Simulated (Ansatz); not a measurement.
Input

```
crystal:
  lattice:
    - [0.0, 4.339563558, 4.339563558]
    - [4.339563558, 0.0, 4.339563558]
    - [4.339563558, 4.339563558, 0.0]
  atoms:
    - { symbol: Ta, position: [0.0, 0.0, 0.0] }
    - { symbol: Ag, position: [0.25, 0.25, 0.25] }
    - { symbol: Ag, position: [0.75, 0.75, 0.75] }
    - { symbol: F, position: [0.7778777367, 0.2221222633, 0.2221222633] }
    - { symbol: F, position: [0.2221222633, 0.7778777367, 0.7778777367] }
    - { symbol: F, position: [0.2221222633, 0.7778777367, 0.2221222633] }
    - { symbol: F, position: [0.7778777367, 0.2221222633, 0.7778777367] }
    - { symbol: F, position: [0.2221222633, 0.2221222633, 0.7778777367] }
    - { symbol: F, position: [0.7778777367, 0.7778777367, 0.2221222633] }
basis:
  ecutwfc: 420
kpoints:
  mp_grid: { grid: [8, 8, 8] }
hamiltonian:
  xc: pbe
scf:
  occupations: { method: gaussian, width: 0.1 }
output:
  forces: true
  stress: true
  eigenvalues: true
  write_density: true
  write_potential: true
  elf: true
  volumetric_format: npy
relax:
  adjacent_minimum: "off"
  f_tol: 0.01
  max_steps: 80
  cell: { stress_tol: 0.05 }
```

Run with:

```sh
ansatz run input.yaml --threads 1 --pin off --max-ram 2048MiB --backend cpu --events-out ev --progress --plain --runs-dir out
```

Below, planes, directions and counts refer to the conventional cell (a = 8.75 Å, b = 8.75 Å, c = 8.75 Å, α = 90.00°, β = 90.00°, γ = 90.00°).

The fields are those of the relaxed geometry.

Space group Fm-3m; a structure generated by program, which may or may not match a known phase; computed without spin polarisation.

The calculation used DFT PBE, scalar-relativistic, plane waves, PAW (Ansatz 0.2.0).

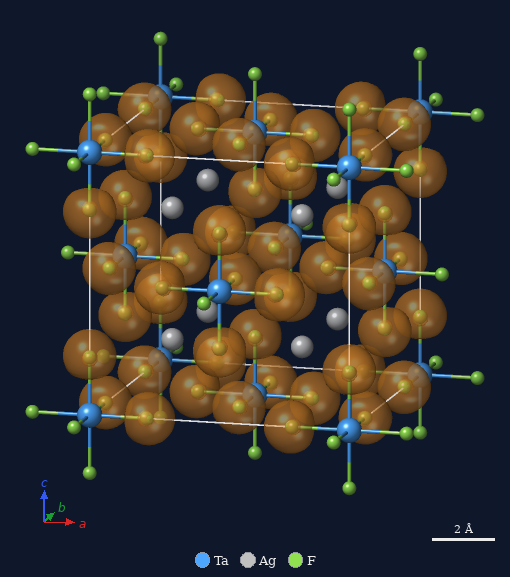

TaAg₂F₆. Isosurface of the electron localisation function at 0.65 (orange), seen slightly off an axis. Only the valence region is drawn (cores and ρ < 0.01 e/Å³ removed). Sticks mark near contacts.

Core electrons are frozen (PAW), and the valence fields are smoothed inside the atomic spheres.

### Describe the localisation domains.

The ELF exceeds this value in 24 regions wrapped around F (the valence shell of each), counted in one cell of 36 atoms. Any copies at cell faces, edges or corners count once. Along the contacts the grid gives the following. Ta–F (1.93 Å): the ELF peaks at about 0.80 in the valence shell of F, 0.6 Å from its nucleus, and drops to about 0.20 between the two atoms; no localised pair shows between them. Ag–F (3.10 Å): the ELF is about 0.05 at the midpoint; no shared electron pair shows on this line.
